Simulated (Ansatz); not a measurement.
Consider KIr.

Input file:

```
crystal:
  lattice:
    - [0.0, 3.4924974845, 3.4924974845]
    - [3.4924974845, 0.0, 3.4924974845]
    - [3.4924974845, 3.4924974845, 0.0]
  atoms:
    - { symbol: K, position: [0.25, 0.25, 0.25] }
    - { symbol: K, position: [0.0, 0.0, 0.0] }
    - { symbol: Ir, position: [0.5, 0.5, 0.5], spin: 1.19 }
    - { symbol: Ir, position: [0.75, 0.75, 0.75], spin: 1.19 }
basis:
  ecutwfc: 420
kpoints:
  mp_grid: { grid: [12, 12, 12] }
hamiltonian:
  xc: pbe
scf:
  occupations: { method: gaussian, width: 0.1 }
output:
  forces: true
  stress: true
  eigenvalues: true
  populations: true
  write_density: true
  write_potential: true
  elf: true
  volumetric_format: npy
magnetization:
  spin_polarized: true
relax:
  adjacent_minimum: "off"
  f_tol: 0.01
  max_steps: 80
  cell: { stress_tol: 0.05 }
```

Run with:

```sh
ansatz run input.yaml --threads 1 --pin off --max-ram 2048MiB --backend cpu --events-out ev --progress --plain --runs-dir out
```

Below, planes, directions and counts refer to the conventional cell (a = 7.05 Å, b = 7.05 Å, c = 7.05 Å, α = 90.00°, β = 90.00°, γ = 90.00°).

The fields are those of the relaxed geometry.

Space group Fd-3m; a structure generated by program, which may or may not match a known phase; spin-polarised.

Computed with DFT PBE, scalar-relativistic, plane waves, PAW in Ansatz 0.2.0.

**What will maps of the valence pseudo-density, electron localisation function and spin density show?**

K–K (3.05 Å): the density is about 0.06 e/Å³ at the midpoint; the ELF is about 0 at the midpoint (no shared electron pair shows on this line).
K–Ir (3.05 Å): ρ at the midpoint is about 0.15 e/Å³; the ELF is about 0.10 at the midpoint (no shared electron pair shows on this line).
Ir–Ir (3.05 Å): the density is about 0.27 e/Å³ at the midpoint; the ELF is about 0.35 at the midpoint (no shared electron pair shows on this line).
The spin density sits on Ir: +1.3 μB (×8) in one cell of 16 atoms: parallel main moments (a ferromagnetic arrangement) in this solution. The cell of the calculation (4 atoms) carries 2.8 μB of net spin moment.

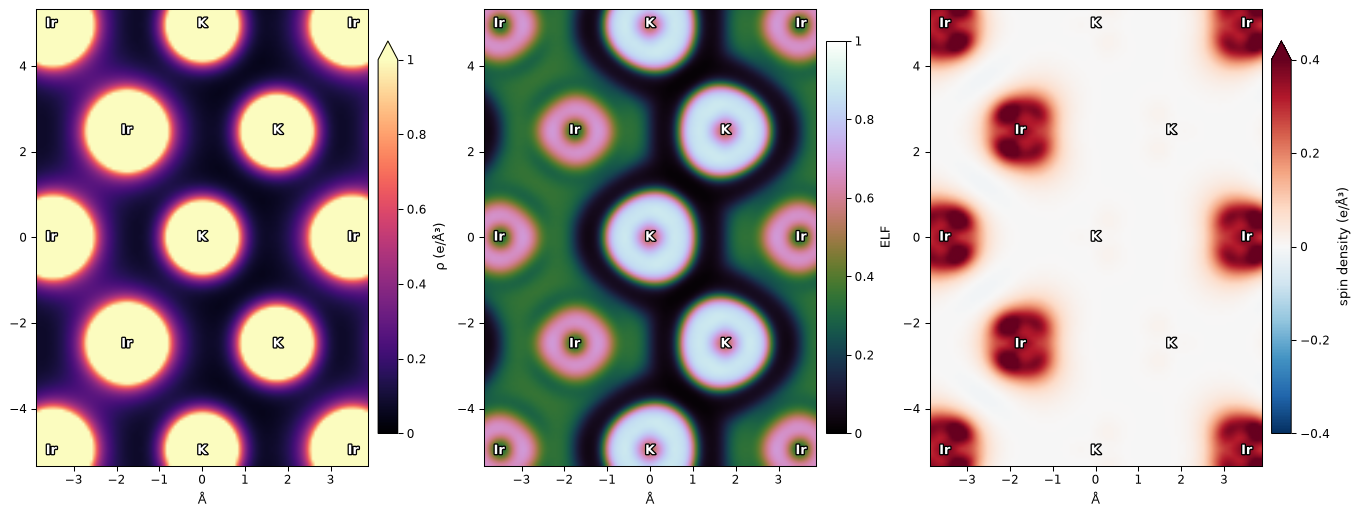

Computed valence pseudo-density, electron localisation function and spin density on the (101) plane of the conventional cell, in this order. 

In a PAW calculation such maps are meaningful between the atoms, not at the nuclei.
